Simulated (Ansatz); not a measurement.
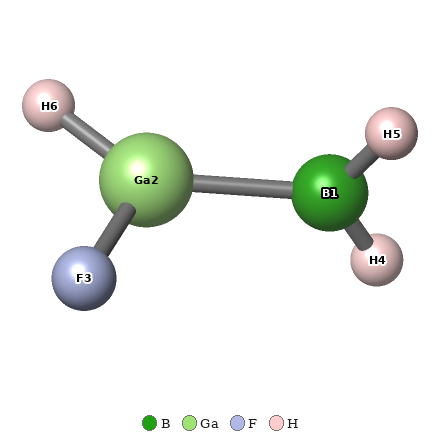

The system is BFGaH3, SMILES [BH2][GaH][F]; the picture shows the reference structure. The first coordinate is: bond length B1–Ga2; the second: dihedral H4–B1–Ga2–F3. Nothing is relaxed (all other coordinates rigid). Grid: 13 × 12 points; 143 points were computed and 13 follow by symmetry. Energies are in kJ/mol, from the lowest grid point. The reference is spin-restricted, which grows unreliable where a bond is stretched far. Computed with Ansatz 0.2.0, RKS B3LYP-D4/def2-TZVP.

Its coordinates:

```yaml
atoms:
  - { symbol: B, position_ang: [-0.7668, 0.4624, -0.7095] }
  - { symbol: Ga, position_ang: [0.6273, -0.2342, 0.6760] }
  - { symbol: F, position_ang: [1.1817, -1.8893, 0.3116] }
  - { symbol: H, position_ang: [-1.9345, 0.2899, -0.5533] }
  - { symbol: H, position_ang: [-0.4268, 1.0462, -1.6901] }
  - { symbol: H, position_ang: [1.3192, 0.3250, 1.9652] }
```

Range: bond length B1–Ga2 from 1.710 to 3.128 Å; dihedral H4–B1–Ga2–F3 from −180 to 150°.

### Predict the map.

The lowest grid point is at bond length B1–Ga2 = 2.064 Å, dihedral H4–B1–Ga2–F3 = 90°; the map holds 2 wells of about this depth. No other kind of well shows on this grid. The highest grid point, bond length B1–Ga2 = 3.128 Å, dihedral H4–B1–Ga2–F3 = −180°, lies 194 kJ/mol above the lowest. On the interpolated surface the easiest way out of the lowest well to a well of about the same depth near bond length B1–Ga2 = 2.064 Å, dihedral H4–B1–Ga2–F3 = −90° passes a barrier of about 13 kJ/mol. Round the minimum the two coordinates are nearly uncoupled.

```
dihedral H4–B1–Ga2–F3 ↓, bond length B1–Ga2 →  1.710  1.828  1.946  2.064  2.183  2.301  2.419  2.537  2.655  2.773  2.892  3.010  3.128
                                          150    151     69     27     11     12     24     44     66     91    117    144    169    194
                                          120    133     55     17      3      7     21     41     64     90    116    143    169    193
                                           90    124     49     12      0      4     19     39     63     89    116    142    168    193
                                           60    132     55     17      3      7     21     41     64     90    116    143    169    193
                                           30    151     69     26     11     12     24     44     66     91    117    144    169    194
                                            0    161     76     32     14     15     26     45     67     92    118    144    170    194
                                          −30    151     69     27     11     12     24     44     66     91    117    144    169    194
                                          −60    133     55     17      3      7     21     41     64     90    116    143    169    193
                                          −90    124     49     12      0      4     19     39     63     89    116    142    168    193
                                         −120    132     55     17      3      7     21     41     64     90    116    143    169    193
                                         −150    151     69     26     11     12     24     44     66     91    117    144    169    194
                                         −180    161     76     32     14     15     26     45     67     92    118    144    170    194
```

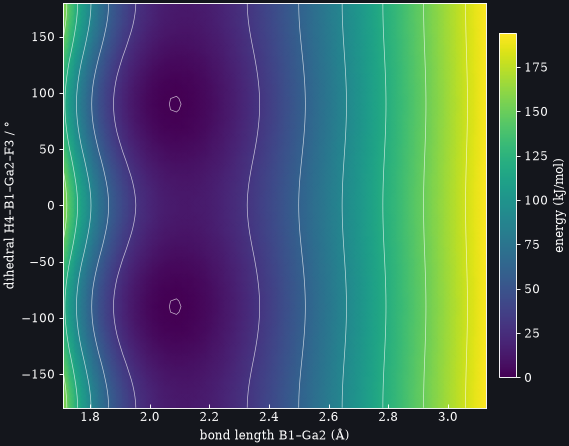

Drawn: a smooth colour map with a few white contour lines. Between grid points the surface is interpolated.

The whole map (143 points run) took 8.3 min on 1 thread of Arm Neoverse V2, with other jobs on the host.
